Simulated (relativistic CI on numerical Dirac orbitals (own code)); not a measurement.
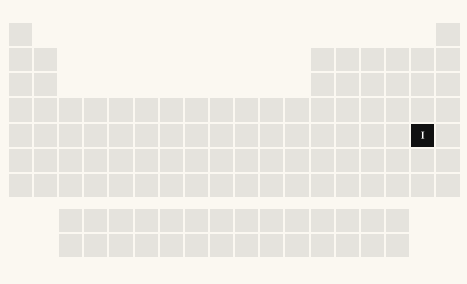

The place of iodine in the periodic table.

## Relativistic CI calculation for I²⁺

- system: I²⁺.
- method: Dirac-Coulomb-Breit CI, KLI orbitals optimised for each configuration, model QED (radiative potential, 1s self-energy scaled to tabulated hydrogen-like ionisation energies), numerical settings as typed (relativistic CI on numerical Dirac orbitals, in-house)

### The input
```
atom I  Z=53  charge=2  electrons=51
nucleus A=127  rms_radius_fm=4.7500
hamiltonian dirac-coulomb  breit=on  qed=on  c_scale=0.05
orbitals kli  potential=per-configuration
slater_scale 1
correlation none
mixing on
grid step=0.0125 r_max=67.1
scf mixing=0.4 start=green max_iterations=74 tolerance=2e-08 node_fill=0.05
configurations
  [Kr] 4d10 5s2 5p3
end
```

Hardware: 1 CPU thread, shared host.

Launched within a batch (the task file carries these settings):
```bash
python <driver script> task.json out
```

The program writes its results to a structured record and prints no log; tables and figures of this report are taken from that record.

### Outcome

| quantity | value |
| --- | --- |
| outcome | not converged |

### What went wrong

The input is odd on purpose: speed of light. The run did not meet its convergence test, so its last values are not results. Limits: SCF of 1s2 2s2 2p6 3s2 3p6 3d10 4s2 4p6 4d10 5s2 5p3 stopped: an orbital could not be found.
